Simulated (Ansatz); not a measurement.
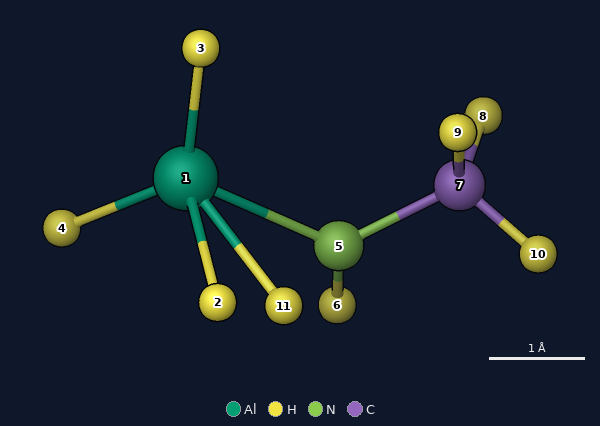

**Figure 1.** The structure as given in the input (ball-and-stick view, seen at a tilt; atoms are numbered from 1 in the order of the input). Sticks mark near contacts.

**CH8AlN: frequency calculation**

- system: CH8AlN
- method: RKS LDA/6-31G* (Ansatz 0.2.0)

It belongs to a series of runs on one base structure; here: vibrations at the highest image of the band. Figures and captions count atoms from 1; the log counts them from 0 in places.

**What the program printed**
```
Engine: ansatz 0.2.0, aarch64-unknown-linux-gnu
Functional definition: SPW92
  exchange = slater_x
  correlation = pw_c
919 factors; their error is unknown
mean field evaluation 1: about -9190.5822 eV, gradient 6.4e1 eV
mean field evaluation 2: about -9152.4073 eV, gradient 1.3e2 eV
mean field evaluation 4: about -9199.5006 eV, gradient 1.1e1 eV
mean field evaluation 8: about -9199.7362 eV, gradient 2.1e-1 eV
mean field evaluation 16: about -9199.6945 eV, gradient 1.4e-4 eV
mean field -9199.69449486 eV, -338.0825369092 hartree, gradient 1.3e-5 eV, S^2 0.000000; 0 other end points of the search recorded, 0 dependent functions left out
the calculation of the forces begins
reference -9199.69453507 eV, -338.0825383868 hartree; 17, 17 occupied and 48, 48 virtual orbitals, 919 factors
these checks for a lower state are left out or cut short: stability, starts, cluster_reference, orbital_swaps, neighbouring_geometries, increment
919 factors; their error is unknown
mean field -9199.69442151 eV, -338.0825342136 hartree, gradient 6.5e-7 eV, S^2 0.000000; 0 other end points of the search recorded, 0 dependent functions left out
[... from here on the field's lines of each further geometry are left out, up to the last ...]
the calculation of the forces begins
reference -9199.69450564 eV, -338.0825373055 hartree; 17, 17 occupied and 48, 48 virtual orbitals, 919 factors
these checks for a lower state are left out or cut short: stability, starts, cluster_reference, orbital_swaps, neighbouring_geometries, increment
919 factors; their error is unknown
mean field -9199.69446526 eV, -338.0825358216 hartree, gradient 2.3e-6 eV, S^2 0.000000; 0 other end points of the search recorded, 0 dependent functions left out
the calculation of the forces begins
reference -9199.69450547 eV, -338.0825372992 hartree; 17, 17 occupied and 48, 48 virtual orbitals, 919 factors
WARN: phonons: modes at or below zero, which the zero-point energy, F, S and C_V leave out: 1, the lowest at -926.18 cm⁻¹. A minimum has none, and a first-order saddle one
Total energy: -9199.69453507 eV, -338.0825383868 hartree
Atom 0 at     0.135953    -0.488381    -0.086197 Å, force    -0.000350    -0.000154    -0.000305 eV/Å
Atom 1 at    -0.443871     0.419670     1.435647 Å, force    -0.000228    -0.000333     0.000081 eV/Å
Atom 2 at     1.655423    -0.019626    -0.267606 Å, force    -0.000018     0.000112    -0.000075 eV/Å
Atom 3 at    -1.063946    -0.281429    -1.124676 Å, force    -0.000016    -0.000166    -0.000016 eV/Å
Atom 4 at    -0.096688    -1.921574     1.116543 Å, force     0.000751    -0.000046     0.000805 eV/Å
Atom 5 at    -0.920624    -2.525167     1.023552 Å, force    -0.000319     0.000552    -0.000442 eV/Å
Atom 6 at     1.001936    -2.552988     1.810409 Å, force    -0.000297    -0.000084    -0.000029 eV/Å
Atom 7 at     1.462889    -3.384862     1.236527 Å, force     0.000205    -0.000004     0.000001 eV/Å
Atom 8 at     1.800287    -1.805043     1.983305 Å, force    -0.000032    -0.000079     0.000191 eV/Å
Atom 9 at     0.703332    -2.949662     2.801615 Å, force    -0.000081    -0.000055    -0.000231 eV/Å
Atom 10 at    -0.439789    -0.533036     1.626882 Å, force     0.000386     0.000257     0.000020 eV/Å
Dipole moment:    -0.048355    -0.397243     0.231793 e Å
Vibrations: -926.18 94.90 165.33 198.40 429.15 535.17 584.59 639.05 679.72 713.91 863.48 1028.31 1101.96 1131.71 1307.76 1342.70 1415.74 1445.29 1474.01 1720.66 1870.10 1889.15 1920.85 2931.24 2991.83 3027.22 3468.60 cm⁻¹, zero-point energy 2.167916 eV
```

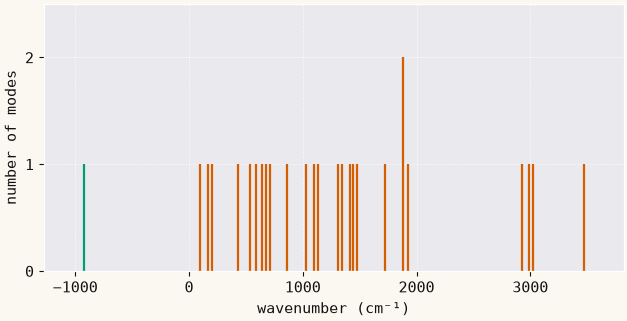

**Figure 2.** Harmonic vibrational wavenumbers from the force constants; neighbouring modes closer than 20 cm⁻¹ are counted in one stick, and imaginary ones are drawn at negative wavenumbers. 27 modes from 926i to 3469 cm⁻¹, 1 imaginary beyond 8i (926i cm⁻¹): a first-order saddle point, if the geometry is stationary.

This output came from the following input.

**Input**
```yaml
crystal:
  periodic: [false, false, false]
  atoms:
    - { symbol: Al, position_ang: [0.135953, -0.488381, -0.086197] }
    - { symbol: H, position_ang: [-0.443871, 0.41967, 1.435647] }
    - { symbol: H, position_ang: [1.655423, -0.019626, -0.267606] }
    - { symbol: H, position_ang: [-1.063946, -0.281429, -1.124676] }
    - { symbol: "N", position_ang: [-0.096688, -1.921574, 1.116543] }
    - { symbol: H, position_ang: [-0.920624, -2.525167, 1.023552] }
    - { symbol: C, position_ang: [1.001936, -2.552988, 1.810409] }
    - { symbol: H, position_ang: [1.462889, -3.384862, 1.236527] }
    - { symbol: H, position_ang: [1.800287, -1.805043, 1.983305] }
    - { symbol: H, position_ang: [0.703332, -2.949662, 2.801615] }
    - { symbol: H, position_ang: [-0.439789, -0.533036, 1.626882] }
basis:
  gaussian: { orbitals: "6-31G*" }
hamiltonian:
  xc: lda
phonons: {}
```

Launch command:
```bash
ansatz run input.yaml --threads 1 --pin off --max-ram 2048MiB --backend cpu --events-out ev --progress --plain --runs-dir out
```

**Summary**

| quantity | value |
| --- | --- |
| outcome | converged |
| total energy | −9199.6945 eV |
| mean-field energy | −9199.6945 eV |
| largest force (length of the vector) | 0.001 eV/Å |
| hardware | 1 thread of Arm Neoverse V2, 24 GiB of memory available, shared host |
| wall time | 58 s |
| peak memory | 0.1 GiB |
